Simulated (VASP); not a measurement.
Band structure of LaTl (space group Pm-3m). Calculation: PBEsol GGA, VASP's PBE PAW potentials (set 64) (plane waves; VASP).

Unless said otherwise, spin-orbit coupling is left out, though it shifts the bands of the heavy elements here.

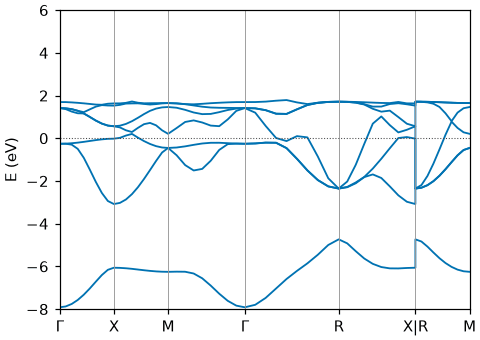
Bands along high-symmetry lines, zero at the valence-band maximum or, without a gap, the Fermi level

Read the plot: is there a gap, and where are the band edges?

It has no gap at this level: it comes out as a metal or semimetal.

The structure comes from a computed database's LaTl entry (Pm-3m); how it stands against other phases isn't given here. The cell was not relaxed at this level.
